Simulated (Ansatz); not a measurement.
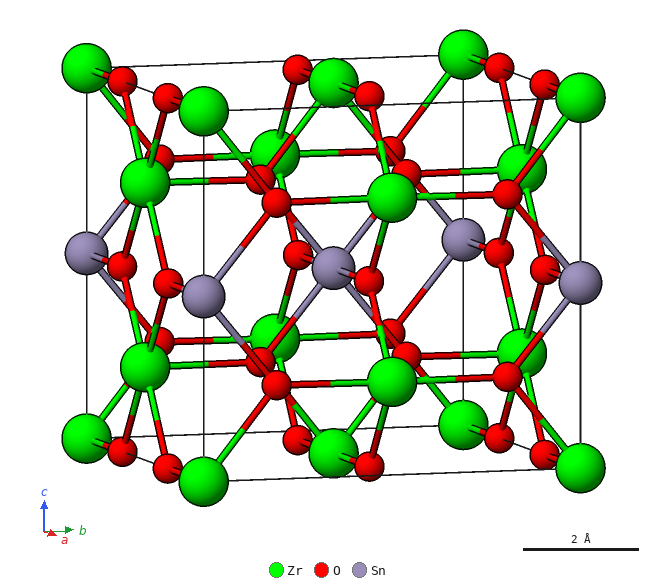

This ball-and-stick model is shown slightly off an axis. Thin lines show the conventional unit cell, with boundary atoms drawn in all their periodic places.

Zr$_{3}$SnO$_{8}$, space group Cmmm (No. 65), a = 6.831 Å, b = 6.872 Å, c = 6.489 Å, α = 90.00°, β = 90.00°, γ = 90.00°. Provenance: a structure type filled with these elements by a generator (whether the compound takes this form wasn't checked). Earlier steps of the study may have refined or changed the cell and positions. Ansatz was used for an electronic-structure calculation on it.

This one geometry was computed with Ansatz (DFT, plane waves, PAW) at five levels of theory: r2SCAN, PBE with spin-orbit coupling, HSE06, PBE and PBE0. It was relaxed beforehand with r2SCAN.

> Which level gives the highest pressure at this volume, and what does that say about its equilibrium volume?

Highest: PBE with spin-orbit coupling (4.2 GPa) and PBE (4.2 GPa), which points to the largest equilibrium volume. Lowest, with the smallest volume: HSE06 (-1.9 GPa) and PBE0 (-1.9 GPa). Levels within 0.5 GPa of each other can't be told apart.

> How does the band gap change with the level of theory?

PBE: a gap of 2.76 eV, direct; PBE with spin-orbit coupling: a gap of 2.77 eV, direct; r2SCAN: a gap of 3.33 eV, direct; HSE06: a gap of 4.39 eV, direct; PBE0: a gap of 5.14 eV, direct.

> Collect the results in a table.

| level | cutoff (eV) | k-mesh of the run's cell | gap (eV) | pressure (GPa) |
| --- | --- | --- | --- | --- |
| r2SCAN | 500 | 6×6×4 | 3.33 | 0.0 |
| PBE with spin-orbit coupling | 420 | 6×6×4 | 2.77 | 4.2 |
| HSE06 | 420 | 4×4×2 | 4.39 | -1.9 |
| PBE | 420 | 6×6×4 | 2.76 | 4.2 |
| PBE0 | 420 | 4×4×2 | 5.14 | -1.9 |

Gaps are taken on the k-mesh or band path of each run.
